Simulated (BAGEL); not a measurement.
**SiHOF3 (sif3oh) at B3LYP/6-31G(d) (density fitting with qzvpp-jkfit, spherical functions)**

Aim: the energy change on altering one bond length of SiHOF3 (sif3oh) at B3LYP/6-31G* (density fitting with qzvpp-jkfit, spherical functions), from 2 runs. 

The results are computed with BAGEL 1.2.2.

1 further run of the same task is left out (set aside as unsound or not needed).

### Step 1. The structure to begin with

SiHOF3 has 6 atoms, charge 0, and is taken as a singlet. SMILES: `O[Si](F)(F)F`. The coordinates come from a PBE0-D4/def2-TZVP relaxation.

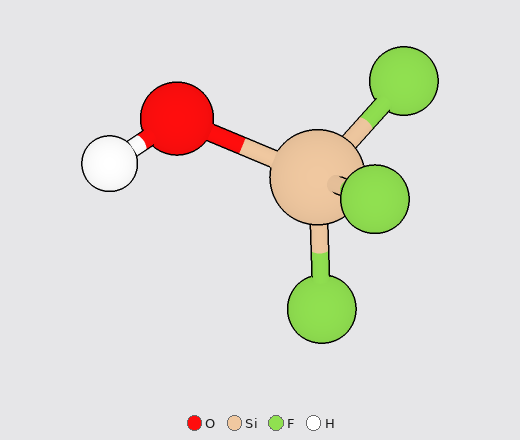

The structure, seen from a chosen angle (oxygen red, silicon light orange, fluorine green, hydrogen white).

### Step 2. A single-point energy at B3LYP/6-31G(d) (density fitting with qzvpp-jkfit, spherical functions)

The input, calc.json:

```json
{ "bagel": [

{
  "title": "molecule",
  "basis": "6-31gs.json",
  "df_basis": "qzvpp-jkfit",
  "angstrom": true,
  "geometry": [
    { "atom": "O", "xyz": [      -0.219800,       0.531700,       1.122400 ] },
    { "atom": "Si", "xyz": [       0.217900,      -0.093400,      -0.288700 ] },
    { "atom": "F", "xyz": [      -0.639100,       0.464300,      -1.482900 ] },
    { "atom": "F", "xyz": [       0.075600,      -1.658700,      -0.320700 ] },
    { "atom": "F", "xyz": [       1.718500,       0.281100,      -0.527400 ] },
    { "atom": "H", "xyz": [      -1.111000,       0.410900,       1.451000 ] }
  ]
},

{
  "title": "ks",
  "xc_func": "b3lyp"
},

{
  "title": "print",
  "file": "orbitals.molden",
  "orbitals": true
}

]}
```

The basis set 6-31G* is read from a file made from the Basis Set Exchange's data (not shown).

Launch:

```console
$ BAGEL_NUM_THREADS=1 BAGEL calc.json > calc.out
```

Log:

```text
* using 1 threads per process

  ===============================================================
  ===============================================================

  *** Geometry ***

  { "atom" : "O", "xyz" : [     -0.415362,      1.004767,      2.121029 ] },
  { "atom" : "Si", "xyz" : [      0.411771,     -0.176500,     -0.545564 ] },
  { "atom" : "F", "xyz" : [     -1.207724,      0.877400,     -2.802275 ] },
  { "atom" : "F", "xyz" : [      0.142863,     -3.134489,     -0.606035 ] },
  { "atom" : "F", "xyz" : [      3.247494,      0.531202,     -0.996642 ] },
  { "atom" : "H", "xyz" : [     -2.099486,      0.776488,      2.741993 ] },

  Number of auxiliary basis functions:      454

  Since a DF basis is specified, we compute 2- and 3-index integrals:
    o Being stored without compression. Storage requirement is 0.021 GB

  Number of basis functions:       76
  Number of electrons      :       50

    * METHOD: MOLECULE                             0.17

  *** Kohn-Sham DFT ***

    * Removing 10755 points whose weight is below 1.00e-10
    * Grid points: 78681

  === Nuclear Repulsion ===
   271.0402966062

       - DIIS with orbital gradients will be used.

  === KS iteration (b3lyp / 6-31gs.json) ===
      0       -631.61908232          0.13397346           0.25
      1       -545.15115266          0.27031283           0.24
      2       -619.04538474          0.14864531           0.25
      3       -641.13166691          0.16025075           0.24
      4       -663.35208672          0.06394474           0.24
      5       -654.46699602          0.10381434           0.23
      6       -664.60067033          0.03409845           0.24
      7       -664.62225726          0.03191679           0.24
      8       -664.85104596          0.02380840           0.23
      9       -665.05454764          0.00541619           0.23
     10       -665.06330646          0.00236705           0.24
     11       -665.06552997          0.00022909           0.23
     12       -665.06554548          0.00009162           0.24
     13       -665.06554801          0.00002920           0.24
     14       -665.06554830          0.00001050           0.24
     15       -665.06554833          0.00000437           0.23
     16       -665.06554834          0.00000106           0.24
     17       -665.06554834          0.00000063           0.24
     18       -665.06554834          0.00000008           0.24
     19       -665.06554834          0.00000004           0.24
     20       -665.06554834          0.00000001           0.24
     21       -665.06554834          0.00000001           0.24
    * SCF iteration converged.

    * Permanent dipole moment:
           (    0.735090,    -0.011637,    -0.474311) a.u.

    * METHOD: KS                                   5.56

    * METHOD: PRINT                                0.01

  ===============================================================
```

It took 6 s on 1 thread of Arm Neoverse V2, shared host; peak memory 0.32 GiB.

### Step 3. The distorted shape, same level

The input, job.json:

```json
{ "bagel": [

{
  "title": "molecule",
  "basis": "6-31gs.json",
  "df_basis": "qzvpp-jkfit",
  "angstrom": true,
  "geometry": [
    { "atom": "O", "xyz": [   -1.420293,    0.232097,    1.313362 ] },
    { "atom": "Si", "xyz": [   -0.982593,   -0.393003,   -0.097738 ] },
    { "atom": "F", "xyz": [   -1.839593,    0.164697,   -1.291938 ] },
    { "atom": "F", "xyz": [   -1.124893,   -1.958303,   -0.129738 ] },
    { "atom": "F", "xyz": [    1.718500,    0.281100,   -0.527400 ] },
    { "atom": "H", "xyz": [   -2.311493,    0.111297,    1.641962 ] }
  ]
},
{
  "title": "ks",
  "xc_func": "b3lyp"
},
{
  "title": "print",
  "file": "orbitals.molden",
  "orbitals": true
}

]}
```

The basis set 6-31G* is read from a file made from the Basis Set Exchange's data (not shown).

Launch:

```console
$ BAGEL_NUM_THREADS=1 BAGEL job.json > job.out
```

Log:

```text
* using 1 threads per process

  ===============================================================
  ===============================================================

  *** Geometry ***

  { "atom" : "O", "xyz" : [     -2.683965,      0.438600,      2.481894 ] },
  { "atom" : "Si", "xyz" : [     -1.856832,     -0.742668,     -0.184698 ] },
  { "atom" : "F", "xyz" : [     -3.476327,      0.311232,     -2.441409 ] },
  { "atom" : "F", "xyz" : [     -2.125740,     -3.700656,     -0.245169 ] },
  { "atom" : "F", "xyz" : [      3.247494,      0.531202,     -0.996642 ] },
  { "atom" : "H", "xyz" : [     -4.368089,      0.210321,      3.102858 ] },

  Number of auxiliary basis functions:      454

  Since a DF basis is specified, we compute 2- and 3-index integrals:
    o Being stored without compression. Storage requirement is 0.021 GB

  Number of basis functions:       76
  Number of electrons      :       50

    * METHOD: MOLECULE                             0.17

  *** Kohn-Sham DFT ***

    * Removing 9588 points whose weight is below 1.00e-10
    * Grid points: 79848

  === Nuclear Repulsion ===
   237.2699407004

       - DIIS with orbital gradients will be used.

  === KS iteration (b3lyp / 6-31gs.json) ===
      0       -609.44921932          0.14116594           0.24
      1       -485.52391781          0.13138097           0.23
      2       -614.62011453          0.14772513           0.24
      3       -630.73566660          0.11539408           0.23
      4       -632.74463592          0.10902016           0.23
      5       -633.43349864          0.10720536           0.23
      6       -634.32683734          0.10421323           0.24
      7       -490.51939105          0.18232758           0.24
      8       -661.90461826          0.06401822           0.24
      9       -652.48890108          0.05124751           0.24
     10       -663.90630503          0.03655722           0.24
     11       -664.16795507          0.03089423           0.24
     12       -664.28110227          0.02871430           0.24
     13       -664.57892299          0.01896707           0.24
     14       -664.76993071          0.01152393           0.23
     15       -664.31907823          0.02695377           0.23
     16       -664.84628959          0.00495445           0.24
     17       -664.85585275          0.00141625           0.23
     18       -664.85606141          0.00122855           0.24
     19       -664.85658250          0.00042450           0.24
     20       -664.85667987          0.00014919           0.23
     21       -664.85669385          0.00004453           0.23
     22       -664.85669517          0.00000977           0.23
     23       -664.85669521          0.00000065           0.23
     24       -664.85669521          0.00000037           0.24
     25       -664.85669521          0.00000019           0.24
     26       -664.85669521          0.00000004           0.23
     27       -664.85669521          0.00000003           0.23
     28       -664.85669521          0.00000000           0.24
    * SCF iteration converged.

    * Permanent dipole moment:
           (    2.183695,     0.344837,    -0.713951) a.u.

    * METHOD: KS                                   7.12

    * METHOD: PRINT                                0.01

  ===============================================================
```

Wall time 7.5 s (1 thread of Arm Neoverse V2, shared host); peak memory 0.32 GiB.

### Step 4. Summary of results

Level: B3LYP/6-31G* (density fitting with qzvpp-jkfit, spherical functions).

| quantity | value |
| --- | --- |
| first shape: total energy | -665.06555 Eh |
| first shape: dipole moment | 2.22 D |
| first shape: HOMO energy | -9.96 eV |
| first shape: LUMO energy | 0.41 eV |
| first shape: HOMO–LUMO gap | 10.37 eV |
| distorted shape: total energy | -664.85670 Eh |
| distorted shape: dipole moment | 5.90 D |
| distorted shape: HOMO energy | -7.77 eV |
| distorted shape: LUMO energy | -4.40 eV |
| distorted shape: HOMO–LUMO gap | 3.37 eV |
| energy change with the Si2–F5 bond stretched from 1.565 to 2.817 Å | 5.683 eV |

One bond (distorted shape) is far stretched, which a spin-restricted single reference describes badly; a broken-symmetry solution may lie lower. With the Si2–F5 bond stretched from 1.565 to 2.817 Å the energy rises by 5.68 eV (548 kJ/mol). The first shape isn't relaxed at this level, so the change isn't measured from a minimum. A restricted reference can't describe the breaking bond well at this length.
